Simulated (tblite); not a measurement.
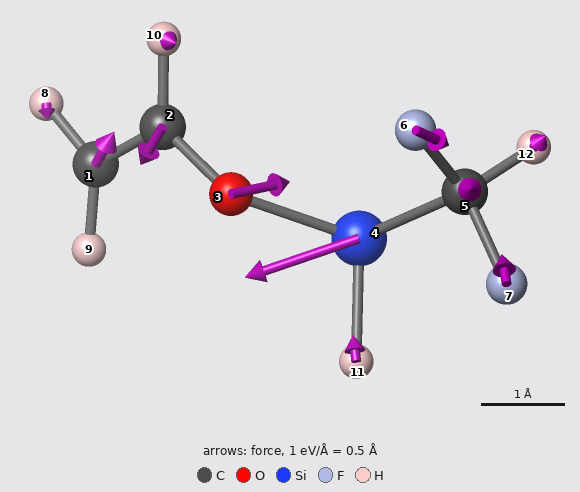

Starting geometry of C3H5F2OSi (multiplicity 2) with the computed forces as purple arrows. A ball-and-stick model, seen at a tilt.

Computed with tblite, GFN2-xTB geometry optimisation, gas phase. 

### Is this structure relaxed? If not, where do the atoms go?

It isn't relaxed: the largest force vector, on Si4, is 2.94 eV/Å. The final displacements have little in common with the starting forces (cosine between the two patterns 0.26). The largest move after the best rigid fit is that of H11, 1.09 Å. By element the largest moves are H 1.09 Å, F 1.00 Å, O 0.93 Å, C 0.32 Å, Si 0.28 Å. Near-neighbour distances that change, for instance: O3–Si4 1.724 → 1.630 Å, Si4–C5 1.868 → 1.933 Å, Si4–H11 1.497 → 1.458 Å, C5–F6 1.402 → 1.366 Å. Among the angles between lasting bonds that change: O3–Si4–C5 109.0° → 99.7°, C2–O3–Si4 124.7° → 133.7°, O3–Si4–H11 105.5° → 113.4°. Groups turn about C2–O3 by about 85°, Si4–C5 by about 80°, O3–Si4 by about 65°. Over 95 geometry steps the energy falls by 0.647 eV.
